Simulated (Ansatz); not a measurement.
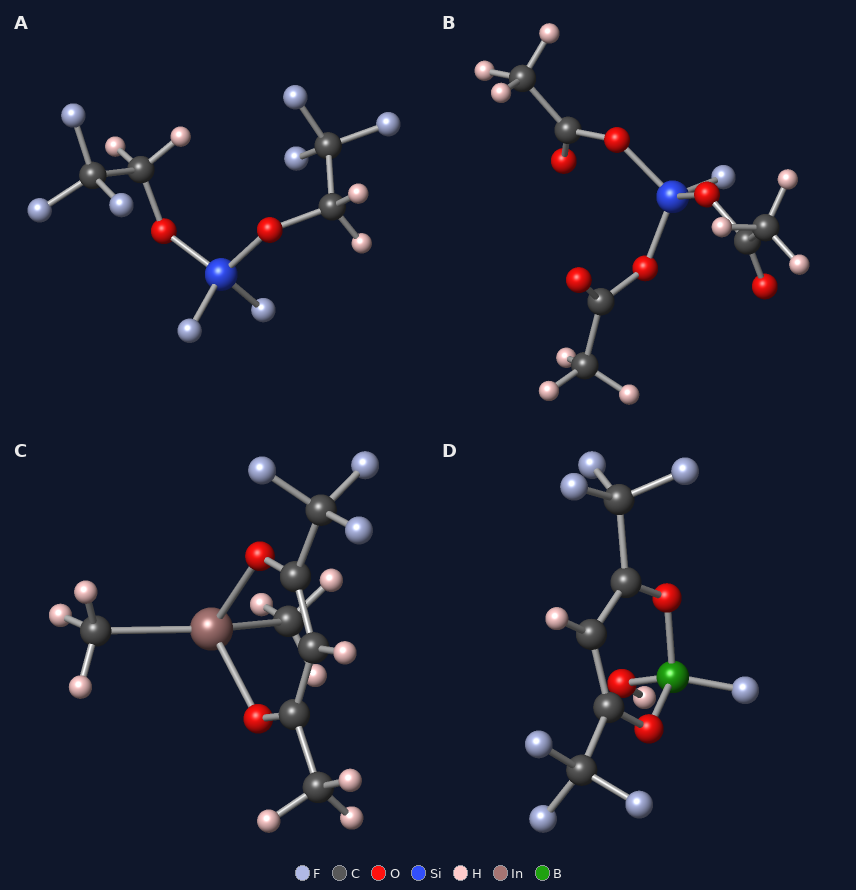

```sh
ansatz run in.yaml --threads 11 --pin off --events-out ev --progress --plain --max-ram 174080MiB --backend cuda --devices 0, --max-vram 75GiB
```

```yaml
crystal:
  periodic: [false, false, false]
  atoms:
    - {symbol: C, position_ang: [-3.006080, 0.743378, 2.292345]}
    - {symbol: C, position_ang: [-2.112726, 1.193973, 1.186197]}
    - {symbol: O, position_ang: [-2.432403, 1.860252, 0.244911]}
    - {symbol: O, position_ang: [-0.842942, 0.746919, 1.357239]}
    - {symbol: Si, position_ang: [0.369017, 0.970113, 0.273865]}
    - {symbol: F, position_ang: [0.876081, 2.453875, 0.337057]}
    - {symbol: O, position_ang: [1.522619, -0.037789, 0.860509]}
    - {symbol: C, position_ang: [2.628000, -0.425952, 0.175936]}
    - {symbol: C, position_ang: [3.415883, -1.438155, 0.937051]}
    - {symbol: O, position_ang: [2.895163, 0.011448, -0.905451]}
    - {symbol: O, position_ang: [-0.044390, 0.717509, -1.291469]}
    - {symbol: C, position_ang: [-0.507018, -0.473630, -1.734963]}
    - {symbol: C, position_ang: [-0.790975, -0.448586, -3.196866]}
    - {symbol: O, position_ang: [-0.652366, -1.408189, -0.996740]}
    - {symbol: H, position_ang: [-2.602591, 1.076917, 3.250163]}
    - {symbol: H, position_ang: [-3.028279, -0.348190, 2.313375]}
    - {symbol: H, position_ang: [-4.007388, 1.138547, 2.143755]}
    - {symbol: H, position_ang: [4.310034, -1.706062, 0.380641]}
    - {symbol: H, position_ang: [2.795837, -2.321041, 1.106091]}
    - {symbol: H, position_ang: [3.681748, -1.037254, 1.916848]}
    - {symbol: H, position_ang: [-1.519325, 0.336391, -3.409596]}
    - {symbol: H, position_ang: [0.124381, -0.195884, -3.735798]}
    - {symbol: H, position_ang: [-1.167478, -1.415489, -3.519600]}
basis:
  gaussian: {orbitals: def2-TZVPP}
hamiltonian: {xc: r2scan, dispersion: d4}
output: {forces: true, orbitals: {seedname: orbitals}}
```

### Which picture belongs to the input above?

B. The file holds C6H9FO6Si, `CC(=O)O[Si](F)(OC(C)=O)OC(C)=O`.
